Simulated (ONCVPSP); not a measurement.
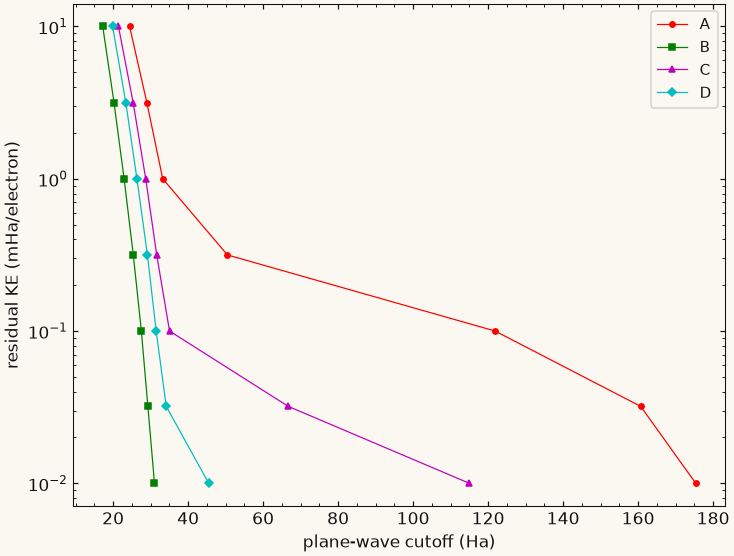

The residual kinetic energy of the 2p wave for 4 variants of one potential.

Base settings:

```yaml
element: nitrogen (N)
generator: ONCVPSP 4.0.1
type: optimised norm-conserving Vanderbilt (ONCV)
functional: LDA (Perdew-Zunger)
relativity: scalar-relativistic
frozen_core: [He]
valence_charge: 5
reference_configuration: 2s2 2p3
partial_waves: 2s: rc 0.85 bohr, ncon 4, nbas 7, qcut 9.3 1/bohr, 1 projector; 2p: rc 1.45 bohr, ncon 5, nbas 9, qcut 8.4 1/bohr, 2 projectors, debl 1.6 Ha
local_potential: polynomial inside 0.75 bohr (lpopt 5, dvloc0 2 Ha)
core_correction: Teter function, fcfact 4.75, rcfact 1.7
```

### The variants differ in the scale factor on all radii: 0.83, 0.97, 1.06, 1.25. Which curve belongs to which value?

A: 0.83; B: 1.25; C: 0.97; D: 1.06.
